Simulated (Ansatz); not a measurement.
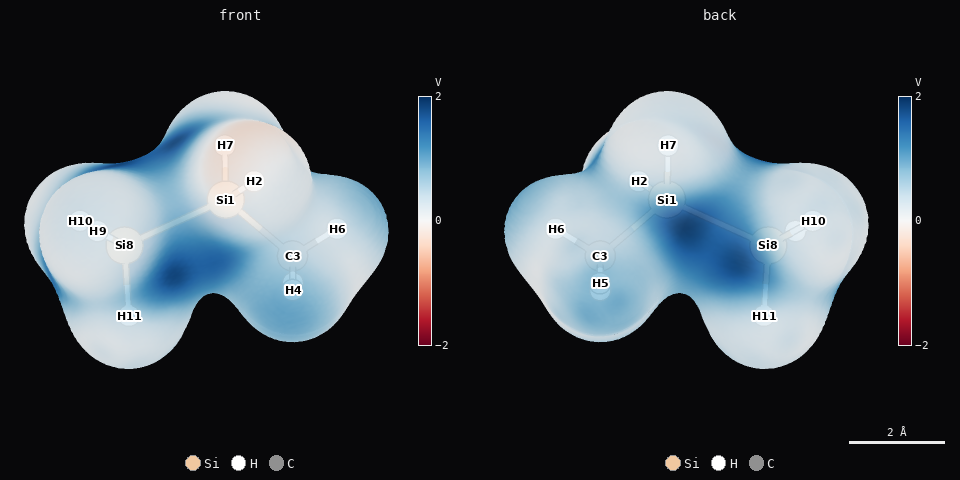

CH8Si2. The electrostatic potential painted on the density surface at 0.004 e/bohr³, seen from the front and from behind; red is negative and blue positive.

Not at a stationary point (largest force 1.3 eV/Å).

The calculation used RKS B3LYP-D4/def2-SVP in Ansatz 0.2.0.

| atom | x (Å) | y (Å) | z (Å) |
| --- | --- | --- | --- |
| Si | 0.1194 | 0.0105 | 0.3063 |
| H | 0.2289 | -0.1317 | 1.7548 |
| C | 1.9802 | 0.0069 | 0.1864 |
| H | 2.3432 | -0.9455 | 0.6106 |
| H | 2.4306 | 0.1241 | -0.8154 |
| H | 2.3598 | 0.8224 | 0.8270 |
| H | -0.5067 | 1.3131 | -0.0697 |
| Si | -0.9837 | -1.8070 | -0.7166 |
| H | -1.7484 | -2.6017 | 0.2915 |
| H | -1.9407 | -1.3301 | -1.7591 |
| H | 0.0138 | -2.7096 | -1.3690 |

> Describe the electrostatic potential map.

The most negative region (about −0.2 V) lies over H2, the most positive (about +1.8 V) over Si1 and Si8.
